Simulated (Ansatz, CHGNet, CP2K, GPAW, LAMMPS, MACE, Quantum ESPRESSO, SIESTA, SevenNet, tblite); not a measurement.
## Glassy 69SiO2-19Al2O3-6SrO-6Li2O (mol %) (106 atoms) in other programs, against a plane-wave reference

Wanted: errors and costs of other methods on glassy 69SiO2-19Al2O3-6SrO-6Li2O (mol %) (106 atoms). A plane-wave run serves as the reference.

Method: Kohn-Sham DFT, PBE, SSSP efficiency 1.3.0 pseudopotentials, plane waves, in Quantum ESPRESSO 7.5.

### Step 1. The structure

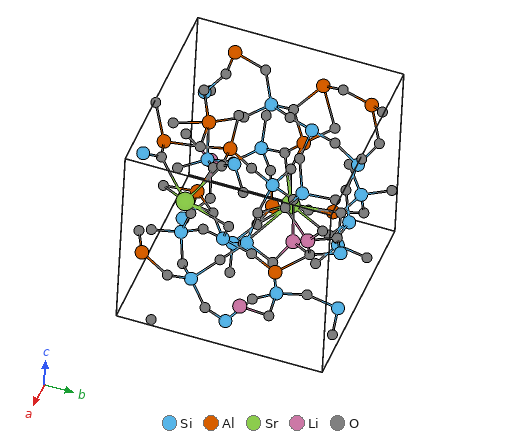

The starting structure, seen from a free direction (silicon blue, aluminium orange, strontium green, lithium pink, oxygen grey). Bonds to atoms that aren't drawn are left out. Some periodic images of atoms are drawn too.

The cell holds 106 atoms: 22 Si, 12 Al, 2 Sr, 4 Li and 66 O. Cell: a = 10.593 Å, b = 10.593 Å, c = 10.593 Å, α = 90.0°, β = 90.0°, γ = 90.0°. 106 atoms (22 Si, 12 Al, 2 Sr, 4 Li, 66 O) placed at random at 3.07 g/cm³, melted at 4000 K for 10 ps at fixed volume with the Morse and Coulomb pair potential with partial charges (Pedone, Malavasi, Menziani, Cormack and Segre, J. Phys. Chem. B 110, 11780 (2006)). Quenched from 4000 K to 300 K at 50 K/ps and fixed volume, held 5 ps.

### Step 2. The reference run

The input, pw.in:

```
&control
  calculation = 'scf'
  pseudo_dir = './pseudo'
  outdir = './tmp'
  disk_io = 'none'
  tprnfor = .true.
  tstress = .true.
/
&system
  ibrav = 0
  nat = 106
  ntyp = 5
  ecutwfc = 60
  ecutrho = 480
  nosym = .true.
  occupations = 'smearing'
  smearing = 'fd'
  degauss = 0.003675
/
&electrons
  conv_thr = 5.3e-07
  electron_maxstep = 100
  mixing_beta = 0.4
  mixing_mode = 'plain'
  diagonalization = 'david'
/
ATOMIC_SPECIES
Si 28.085 Si.upf
Al 26.982 Al.upf
Sr 87.620 Sr.upf
Li 6.940 Li.upf
O 15.999 O.upf
CELL_PARAMETERS angstrom
10.59320 0.00000 0.00000
0.00000 10.59320 0.00000
0.00000 0.00000 10.59320
ATOMIC_POSITIONS crystal
Si 0.74727 0.68179 0.16106
Si 0.13317 0.38035 0.42581
Si 0.36192 0.91756 0.71849
Si 0.75252 0.97896 0.52865
Si 0.53450 0.56813 0.61881
Si 0.62049 0.16968 0.25414
Si 0.27253 0.45919 0.85625
Si 0.84509 0.47558 0.99851
Si 0.43804 0.71130 0.93241
Si 0.87164 0.30778 0.23130
Si 0.47196 0.92515 0.45376
Si 0.89451 0.45648 0.56162
[... 90 atom lines left out ...]
O 0.49852 0.23702 0.18638
O 0.69879 0.64088 0.30104
O 0.38515 0.60480 0.59984
O 0.36551 0.58114 0.90232
K_POINTS gamma
```

Launch:

```sh
> OMP_NUM_THREADS=1 mpirun -np 4 pw.x -in pw.in > output.txt
```

Numbers of over 12 decimals in the logs are rounded to 6 here.

The program printed:

```text
Program PWSCF
     gamma-point specific algorithms are used
     one sub-group per band group will be used
     scalapack distributed-memory algorithm (size of sub-group:  2*  2 procs)
     Parallelization info
     sticks:   dense  smooth     PW     G-vecs:    dense   smooth      PW
     Min        3821    1912    474               356026   125972   15726
     Max        3824    1916    476               356032   125976   15736
     Sum       15289    7653   1901              1424115   503895   62933
     bravais-lattice index     =            0
     lattice parameter (alat)  =      20.0182  a.u.
     unit-cell volume          =    8021.9161 (a.u.)^3
     number of atoms/cell      =          106
     number of atomic types    =            5
[... lines left out ...]
     scf convergence threshold =      5.3E-07
[... lines left out ...]
     number of k points=     1  Fermi-Dirac smearing, width (Ry)=  0.0037
[... lines left out ...]
     total energy              =   -3678.33028689 Ry
[... lines left out ...]
     total energy              =   -3684.17239974 Ry
[... lines left out ...]
     total energy              =   -3684.23720028 Ry
[... lines left out ...]
     c_bands:  1 eigenvalues not converged
[... lines left out ...]
     total energy              =   -3684.29376005 Ry
[... lines left out ...]
     total energy              =   -3684.29376066 Ry
[... lines left out ...]
   -14.3623 -14.2407 -14.1510 -14.1030 -14.0179 -13.9266 -13.9015 -13.8265
[...]
13.1031  13.1394  13.2057  13.2662  13.2783  13.3212  13.3349  13.4300
    13.4834  13.5643  13.6260  13.7014  13.7359  13.7640  13.8550  13.8677
    13.9436  14.0189  14.0470
     the Fermi energy is     6.9046 ev
!    total energy              =   -3684.29376114 Ry
     estimated scf accuracy    <       0.00000015 Ry
     smearing contrib. (-TS)   =      -0.00000000 Ry
     internal energy E=F+TS    =   -3684.29376114 Ry
     The total energy is F=E-TS. E is the sum of the following terms:
     one-electron contribution =    -944.09177130 Ry
     hartree contribution      =     800.82624817 Ry
     xc contribution           =    -722.65775017 Ry
     ewald contribution        =   -1775.44500736 Ry
     one-center paw contrib.   =   -1042.92548048 Ry
     convergence has been achieved in  11 iterations
     negative rho (up, down):  1.323E-01 0.000E+00
     Forces acting on atoms (cartesian axes, Ry/au):
     atom    1 type  1   force =     0.01764617    0.04587303   -0.03058380
     atom    2 type  1   force =     0.10521770    0.04357472    0.01306395
     atom    3 type  1   force =     0.02543717    0.03530158    0.04603091
[...]
atom  105 type  5   force =     0.04066485    0.00598331   -0.02627133
     atom  106 type  5   force =    -0.02237038   -0.05943959    0.02508420
     Total force =     0.951675     Total SCF correction =     0.000846
     Computing stress (Cartesian axis) and pressure
     negative rho (up, down):  1.323E-01 0.000E+00
          total   stress  (Ry/bohr**3)                   (kbar)     P=       70.86
   0.00041087   0.00014301   0.00015160           60.44       21.04       22.30
   0.00014301   0.00062870  -0.00014801           21.04       92.49      -21.77
   0.00015160  -0.00014801   0.00040557           22.30      -21.77       59.66
     Message from routine punch:
     Nothing written, as per user request (disk_io='none')
```

Wall time 4.2 min (4 MPI ranks of Arm Neoverse V1, shared host); peak memory 4 GiB.

Banners, paths, timers and routine set-up lines are dropped from the logs unmarked, and long logs keep their key lines alone; longer cuts are marked.

Numbers from this run:

* r.m.s. force component: 1.372 eV/Å
* longest force: 5.821 eV/Å
* pressure: 7.086 GPa
* gap (highest filled to lowest empty level): 3.29 eV

### Step 3. The ladder

The programs:
- CHGNet: machine-learned potential, published weights.
- CP2K 2026.2: Gaussian basis with GTH pseudopotentials and a plane-wave density; labels give functional, basis (MOLOPT sets; SR short-range, UZH the newer set with its own potentials), grid cutoff/relative cutoff and solver (OT: orbital transformation; TRS4, TC2, SIGN: linear-scaling purification with its sparsity filter), or its built-in tight binding.
- GPAW 26.7.0: PAW with atomic orbitals (LCAO), plane waves or a real-space grid of spacing h.
- MACE: machine-learned potential, published weights.
- Quantum ESPRESSO 7.5: plane waves; labels (QE) give functional, pseudopotential set and cutoffs of waves/density.
- SIESTA 5.4.2: numerical atomic orbitals, whose automatically made sets are far from complete, with PseudoDojo norm-conserving potentials that we converted to its format (checked against plane waves on the same files for H, C, O, Si, Ge and Ca alone); labels give functional, basis size, energy shift and mesh cutoff.
- SevenNet: machine-learned potential, published weights.
- tblite 0.8.0: extended tight binding, driven from Python.

All use the same cell and atoms; the electronic-structure runs use the same k-mesh, and an electronic temperature of 580 K (0.05 eV) where levels are smeared.

Differences are against the plane-wave reference, forces as r.m.s. over components; share is that over the reference's r.m.s. force, slope the least-squares factor from reference forces to these. Total energies of different programs have different zeros and aren't compared.

| run | Δ force, r.m.s. (meV/Å) | share (%) | slope | Δ pressure (GPa) | Δ gap (eV) | cores | CPU time | memory (GiB) |
| --- | --- | --- | --- | --- | --- | --- | --- | --- |
| reference | - | - | - | - | - | 4 | 17 min | 4 |
| CHGNet 0.3.0 potential | 140 | 10.2 | 0.979 | -0.653 | - | 1 | 4.5 s | 1.7 |
| CP2K PBE, DZVP-MOLOPT-SR, 1120/50 Ry, OT DIIS | 98.5 | 7.18 | 0.992 | -0.309 | -0.133 | 4 | 16 min | 5.7 |
| CP2K PBE, DZVP-MOLOPT-SR, 280/50 Ry, OT DIIS (coarse) | 155 | 11.3 | 0.987 | -0.0233 | -0.131 | 2 | 9.1 min | 0.94 |
| CP2K PBE, DZVP-MOLOPT-SR, 800/50 Ry, OT DIIS | 98.6 | 7.18 | 0.992 | -0.309 | -0.133 | 4 | 13 min | 4.5 |
| CP2K PBE, SZV-MOLOPT-SR, 800/50 Ry, OT DIIS (coarse) | 1037 | 75.6 | 1.353 | 23.4 | -0.945 | 2 | 8.6 min | 2.6 |
| CP2K PBE, SZV-MOLOPT-SR, 800/50 Ry, TRS4 filter 1e-03, SCF 1e-04 (coarse) | 1055 | 76.9 | 1.341 | 25.1 | - | 2 | 97 s | 2.6 |
| CP2K PBE, SZV-MOLOPT-SR, 800/50 Ry, TRS4 filter 1e-05, SCF 1e-06 (coarse) | 1044 | 76.1 | 1.356 | 23.5 | - | 2 | 1.7 min | 2.6 |
| CP2K PBE, SZV-MOLOPT-SR, 800/50 Ry, TRS4 filter 1e-06, SCF 1e-06 (coarse) | 1044 | 76.1 | 1.356 | 23.5 | - | 2 | 1.8 min | 2.6 |
| GPAW PBE, LCAO dzp, h 0.18 Å | 312 | 22.8 | 1.133 | - | -0.197 | 2 | 5.6 min | 2.3 |
| GPAW PBE, LCAO sz(dzp), h 0.18 Å (coarse) | 1051 | 76.6 | 1.305 | - | -0.827 | 1 | 85 s | 1.5 |
| GPAW PBE, grid h 0.2 Å | 119 | 8.68 | 1.054 | - | 0.0387 | 2 | 8.8 min | 2.3 |
| MACE MP-0b2 small potential | 101 | 7.36 | 0.967 | -0.334 | - | 1 | 7 s | 0.69 |
| QE PBE, gbrv-1.5, 40/200 Ry | 29.5 | 2.15 | 0.989 | 0.16 | 0.0147 | 2 | 6.3 min | 1.5 |
| SIESTA PBE, DZP, shift 0.01 Ry, mesh 500 Ry | 297 | 21.7 | 1.102 | 4.05 | -0.147 | 4 | 9.1 min | 3.0 |
| SIESTA PBE, SZ, shift 0.01 Ry, mesh 500 Ry (coarse) | 1118 | 81.5 | 1.367 | 19.3 | -0.912 | 1 | 2.1 min | 1.0 |
| SIESTA PBE, SZ, shift 0.02 Ry, mesh 500 Ry (coarse) | 993 | 72.4 | 1.344 | 10.2 | -0.989 | 1 | 98 s | 0.89 |
| SIESTA PBE, SZ, shift 0.02 Ry, mesh 500 Ry, orbital minimisation (coarse) | 993 | 72.4 | 1.344 | 10.2 | - | 2 | 4.1 min | 1.2 |
| SIESTA PBE, SZP, shift 0.01 Ry, mesh 500 Ry (coarse) | 592 | 43.1 | 1.266 | 8.76 | -0.128 | 2 | 6.4 min | 2.3 |
| SevenNet 0 potential | 74.1 | 5.40 | 0.987 | -0.626 | - | 1 | 9 s | 1.1 |
| tblite GFN1-xTB | 729 | 53.2 | 0.876 | -10.8 | - | 1 | 15 s | 0.14 |

Rows marked coarse were listed beforehand as settings not expected to be converged; some can still land near the reference.

Times of the machine-learned potentials are mostly Python's start and the loading of weights.

CPU time is summed over cores on a shared host, where runs went side by side, so it is rough. Symmetry, cutoffs, thresholds, outputs and thread counts weren't matched or tuned between programs; memory under MPI is the largest rank's times the ranks.

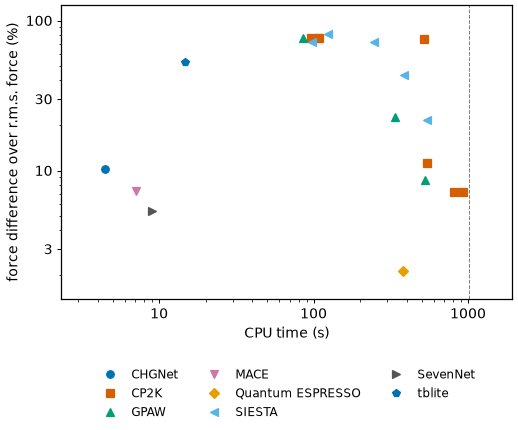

Force difference against CPU time; the dashed line marks the reference's time.

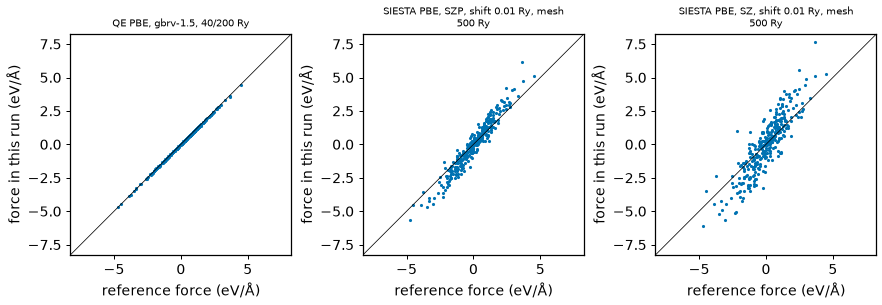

Force components against those of the reference; the line marks equality.

Runs without a result: CP2K GFN1-xTB, OT DIIS (not converged).

Mean charges by element (e), by run and scheme:

| run | scheme | Si | Al | Sr | Li | O |
| --- | --- | --- | --- | --- | --- | --- |
| CP2K PBE, DZVP-MOLOPT-SR, 1120/50 Ry, OT DIIS | Mulliken | +0.79 | +1.20 | +1.27 | +0.70 | -0.56 |
| CP2K PBE, DZVP-MOLOPT-SR, 1120/50 Ry, OT DIIS | Hirshfeld | +0.53 | +0.50 | +0.53 | +0.21 | -0.30 |
| CP2K PBE, DZVP-MOLOPT-SR, 800/50 Ry, OT DIIS | Mulliken | +0.79 | +1.20 | +1.27 | +0.70 | -0.56 |
| CP2K PBE, DZVP-MOLOPT-SR, 800/50 Ry, OT DIIS | Hirshfeld | +0.53 | +0.50 | +0.53 | +0.21 | -0.30 |
| SIESTA PBE, DZP, shift 0.01 Ry, mesh 500 Ry | Hirshfeld | +0.43 | +0.39 | +0.48 | +0.08 | -0.23 |
| tblite GFN1-xTB | Mulliken | +0.94 | +1.12 | -0.22 | +1.06 | -0.58 |

Within one program, basis, potentials and functional, energies share a zero. Each run against its twin at the usual cutoff or grid and solver:

| run | twin | Δ energy (meV/atom) | Δ force, r.m.s. (meV/Å) | CPU time over the twin's |
| --- | --- | --- | --- | --- |
| CP2K PBE, DZVP-MOLOPT-SR, 1120/50 Ry, OT DIIS | DZVP-MOLOPT-SR, 800/50 Ry, OT DIIS | -0.007 | 5.24 | 1.2 |
| CP2K PBE, DZVP-MOLOPT-SR, 280/50 Ry, OT DIIS | DZVP-MOLOPT-SR, 800/50 Ry, OT DIIS | -5.36 | 118 | 0.68 (this twin ran on 4 cores) |
| CP2K PBE, SZV-MOLOPT-SR, 800/50 Ry, TRS4 filter 1e-03, SCF 1e-04 | SZV-MOLOPT-SR, 800/50 Ry, OT DIIS | 62.5 | 90.3 | 0.19 |
| CP2K PBE, SZV-MOLOPT-SR, 800/50 Ry, TRS4 filter 1e-05, SCF 1e-06 | SZV-MOLOPT-SR, 800/50 Ry, OT DIIS | 0.0634 | 10.3 | 0.20 |
| CP2K PBE, SZV-MOLOPT-SR, 800/50 Ry, TRS4 filter 1e-06, SCF 1e-06 | SZV-MOLOPT-SR, 800/50 Ry, OT DIIS | 0.0538 | 10.3 | 0.21 |
| SIESTA PBE, SZ, shift 0.02 Ry, mesh 500 Ry, orbital minimisation | SZ, shift 0.02 Ry, mesh 500 Ry | 0 | 0.117 | 2.5 (this twin ran on 1 cores) |

### Step 4. What came out

- reference r.m.s. force component: 1.37 eV/Å
- nearest in forces: QE PBE, gbrv-1.5, 40/200 Ry, 2.1 %
- farthest in forces: SIESTA PBE, SZ, shift 0.01 Ry, mesh 500 Ry (coarse), 81 %
- cheapest electronic-structure run beside the reference: tblite GFN1-xTB, 15 s of CPU time

PBE on plane waves or a grid with other potentials, cutoffs or grids, coarse settings apart, differs from the reference by 2.1 % (QE PBE, gbrv-1.5, 40/200 Ry) to 8.7 % (GPAW PBE, grid h 0.2 Å) of the r.m.s. force; this holds the reference's own error, so differences of a few per cent don't tell which side is nearer the exact PBE result. The PBE runs in local orbitals, coarse settings apart, differ by 7.2 % (CP2K PBE, DZVP-MOLOPT-SR, 1120/50 Ry, OT DIIS) to 23 % (GPAW PBE, LCAO dzp, h 0.18 Å); basis, grid and potentials can all enter. Tight binding differs by 53 % (tblite GFN1-xTB); it is another model, with fitted parameters of its own, and the xTB methods hold dispersion. Machine-learned potentials differ by 5.4 % (SevenNet 0 potential) to 10 % (CHGNet 0.3.0 potential); they were trained on other programs' data. tblite GFN1-xTB needed 75 SCF steps, so its time overstates the method's usual cost. Runs with settings chosen to be coarse differ by 11 % (CP2K PBE, DZVP-MOLOPT-SR, 280/50 Ry, OT DIIS) to 81 % (SIESTA PBE, SZ, shift 0.01 Ry, mesh 500 Ry), their programs' other errors included. Of the electronic-structure runs that take under half the reference's CPU time, QE PBE, gbrv-1.5, 40/200 Ry comes nearest, at 2.1 % in 6.3 min against 17 min. SIESTA PBE, SZP, shift 0.01 Ry, mesh 500 Ry stiffens the forces by a factor of 1.27 while following their directions (correlation 0.966). At the same functional, gaps differ from the reference's 3.29 eV by between -0.99 and +0.04 eV. In pressure, CP2K PBE, SZV-MOLOPT-SR, 800/50 Ry, TRS4 filter 1e-03, SCF 1e-04 misses by +25.1 GPa, at the same functional. Charges hang on model, scheme and program or settings: among these rows the mean for Sr runs from -0.22 to +1.27 e, even in sign. With TRS4, tightening the sparsity filter from 1e-03 to 1e-06, and the SCF threshold with it, takes the force difference from the cubic solver from 90 to 10 meV/Å, and the CPU time from 0.19 to 0.21 times the cubic solver's. In the reference: filled and empty levels are parted by 3.29 eV (on the run's k-points); a semilocal functional tends to put such gaps too low. In a disordered cell it changes from sample to sample, and tail or defect levels can set it. Periodic xTB results under one method name differ between programs and library versions. The potentials hold different valence shells: 552 electrons in the reference, 544 in GPAW; this bears on time and differences. The reference's pressure holds the uncorrected Pulay stress of its 60 Ry basis, so small pressure differences, and their order, may be the reference's own error. Machine-learned potentials mimic data converged in k, so the reference's own k-point error enters their differences. The quench rate of 50 K/ps is many orders above laboratory rates, so the cell is likely richer in defects and strain than a real sample. The network of bonds at the start is that of the classical potential that made the cell, and needn't be the one that DFT or experiment would give. The reference's stress is far from hydrostatic: its diagonal is 6.0, 9.2, 6.0 GPa, compression counted positive. The electronic-structure runs sample only Γ, in a cell whose shortest periodic width is 11 Å.

[Also dropped from logs without a mark: logging warnings of Python, and SIESTA's first energy breakdown and zero terms.]

[Logs are printed without paths, hosts, clocks, repeated set-up lines and the standing remarks that a program may print on its own settings, such as how far it seeks lower states.]

[Hosts, paths, dates, database ids (printed as entryN), source tags and the programs' standing remarks are cut or masked in the printed files.]
